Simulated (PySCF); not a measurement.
# BHLYP/cc-pVTZ run of GaCl (SMILES [Cl][Ga])

Aim: the vertical singlet–triplet gap of GaCl at BHLYP/cc-pVTZ, from 2 runs. Input form: a Python script.

Program for the calculation: PySCF 2.14.0.

3 further runs of the same task are left out: 3 set aside as unsound or not needed.

### 1 Starting point

GaCl has 2 atoms, charge 0, and is taken as a singlet. As SMILES, `[Cl][Ga]`. The shape comes from GFN2-xTB, which is rough for such elements, and wasn't checked as a minimum.

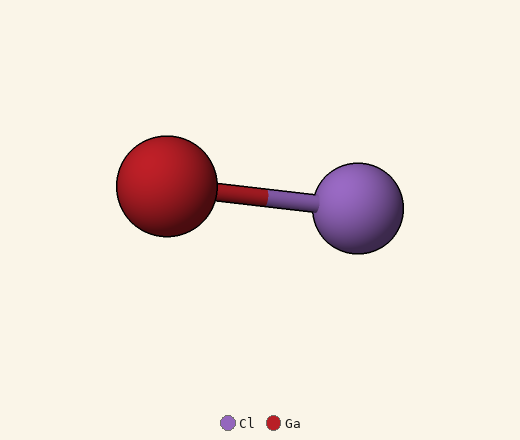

The structure, seen from a chosen angle (chlorine purple, gallium red).

### 2 A single-point energy at BHLYP/cc-pVTZ

File input.py:

```python
from pyscf import gto, dft

molecule = gto.M(
    atom='Cl 0.000000 0.000000 0.000000; Ga 0.000000 0.000000 2.168600',
    verbose=3,
    basis='cc-pvtz',
    charge=0,
    max_memory=1860,
)

mf = dft.RKS(molecule)
mf.xc = 'bhandhlyp'
mf.grids.level = 5
mf.conv_tol = 1e-10
mf.kernel()
if not mf.converged:
    mf = mf.newton().run(mf.mo_coeff, mf.mo_occ)

e_final = mf.e_tot
print('E(%s) = %.9f' % ('BHLYP', e_final))
```

On the command line:

```console
$ OMP_NUM_THREADS=1 python input.py
```

Standard output:

```text
converged SCF energy = -2385.15551661054
E(BHLYP) = -2385.155516611
```

Wall time 6 s (1 thread of Arm Neoverse V2, shared host); peak memory 0.36 GiB.

### 3 The triplet at the same level

File input.py:

```python
from pyscf import gto, dft

mol = gto.Mole()
mol.atom = '''
Cl     0.000000     0.000000     0.000000
Ga     0.000000     0.000000     2.168600
'''
mol.verbose = 4
mol.basis = 'cc-pvtz'
mol.spin = 2
mol.max_memory = 1860
mol.build()

mf = dft.UKS(mol, xc='bhandhlyp')
mf.grids.level = 5
mf.conv_tol = 1e-10
mf.kernel()
if not mf.converged:
    mf = mf.newton().run(mf.mo_coeff, mf.mo_occ)

e_tot = mf.e_tot
print('E(%s) = %.9f' % ('BHLYP', e_tot))
```

On the command line:

```console
$ OMP_NUM_THREADS=1 python input.py
```

Standard output:

```text
PySCF version 2.14.0

[INPUT] num. atoms = 2
[INPUT] num. electrons = 48
[INPUT] charge = 0
[INPUT] spin (= nelec alpha-beta = 2S) = 2
[INPUT] symmetry False subgroup None
[INPUT] Mole.unit = angstrom
[INPUT] Symbol           X                Y                Z      unit          X                Y                Z       unit  Magmom
[INPUT]  1 Cl     0.000000000000   0.000000000000   0.000000000000 AA    0.000000000000   0.000000000000   0.000000000000 Bohr   0.0
[INPUT]  2 Ga     0.000000000000   0.000000000000   2.168600000000 AA    0.000000000000   0.000000000000   4.098060073732 Bohr   0.0

nuclear repulsion = 128.597431594042
number of shells = 19
number of NR pGTOs = 170
number of NR cGTOs = 77
basis = cc-pvtz
ecp = {}

******** <class 'pyscf.dft.uks.UKS'> ********
method = UKS
initial guess = minao
damping factor = 0
level_shift factor = 0
DIIS = <class 'pyscf.scf.diis.CDIIS'>
diis_start_cycle = 1
diis_space = 8
diis_damp = 0
SCF conv_tol = 1e-10
SCF conv_tol_grad = None
SCF max_cycles = 50
direct_scf = True
direct_scf_tol = 1e-13
number electrons alpha = 25  beta = 23
XC library pyscf.dft.libxc version 7.0.0
    S. Lehtola, C. Steigemann, M. J.T. Oliveira, and M. A.L. Marques.,  SoftwareX 7, 1–5 (2018)
XC functionals = bhandhlyp
    Defined through Gaussian implementation.
radial grids:
    Treutler-Ahlrichs [JCP 102, 346 (1995); DOI:10.1063/1.469408] (M4) radial grids

becke partition: Becke, JCP 88, 2547 (1988); DOI:10.1063/1.454033
pruning grids: <function nwchem_prune>
grids dens level: 5
symmetrized grids: False
atomic radii adjust function: <function treutler_atomic_radii_adjust>
small_rho_cutoff = 0
Set gradient conv threshold to 1e-05
tot grids = 88328
init E= -2384.63076831929

[... the frontier-level lines of each cycle are left out ...]



cycle= 1 E= -2384.98256648612  delta_E= -0.352  |g|= 0.257  |ddm|= 1.15


cycle= 2 E= -2384.98926745909  delta_E= -0.0067  |g|= 0.274  |ddm|= 0.629


cycle= 3 E= -2385.02500828169  delta_E= -0.0357  |g|= 0.0223  |ddm|= 0.269
cycle= 4 E= -2385.02555541582  delta_E= -0.000547  |g|= 0.0105  |ddm|= 0.0494
cycle= 5 E= -2385.02567636791  delta_E= -0.000121  |g|= 0.00393  |ddm|= 0.0242
cycle= 6 E= -2385.02570172618  delta_E= -2.54e-05  |g|= 0.00111  |ddm|= 0.00964
cycle= 7 E= -2385.02570668617  delta_E= -4.96e-06  |g|= 0.000392  |ddm|= 0.00459
cycle= 8 E= -2385.0257070877  delta_E= -4.02e-07  |g|= 6e-05  |ddm|= 0.00154
cycle= 9 E= -2385.02570709291  delta_E= -5.21e-09  |g|= 2.38e-05  |ddm|= 0.000139
cycle= 10 E= -2385.02570709338  delta_E= -4.75e-10  |g|= 5.87e-06  |ddm|= 3.17e-05
cycle= 11 E= -2385.02570709343  delta_E= -4.55e-11  |g|= 1.25e-06  |ddm|= 1.21e-05
Extra cycle  E= -2385.02570709343  delta_E= -2.73e-12  |g|= 7.4e-07  |ddm|= 2.47e-06
converged SCF energy = -2385.02570709343  <S^2> = 2.0048805  2S+1 = 3.0032519
E(BHLYP) = -2385.025707093
```

Wall time 11 s (1 thread of Arm Neoverse V2, shared host); peak memory 0.37 GiB.

### 4 Results

Level: BHLYP/cc-pVTZ.

```
                                        quantity           value
                           singlet: total energy  -2385.15552 Eh
                          singlet: dipole moment          2.14 D
                            singlet: HOMO energy        -8.29 eV
                            singlet: LUMO energy        -0.90 eV
                          singlet: HOMO–LUMO gap         7.40 eV
                           triplet: total energy  -2385.02571 Eh
                          triplet: dipole moment          1.81 D
     triplet: HOMO energy (highest over α and β)        -4.91 eV
      triplet: LUMO energy (lowest over α and β)        -4.52 eV
                                   triplet: ⟨S²⟩           2.005
vertical energy of the triplet above the singlet        3.532 eV
```

What this shows: At this shape the triplet lies 3.53 eV (341 kJ/mol) above the singlet.
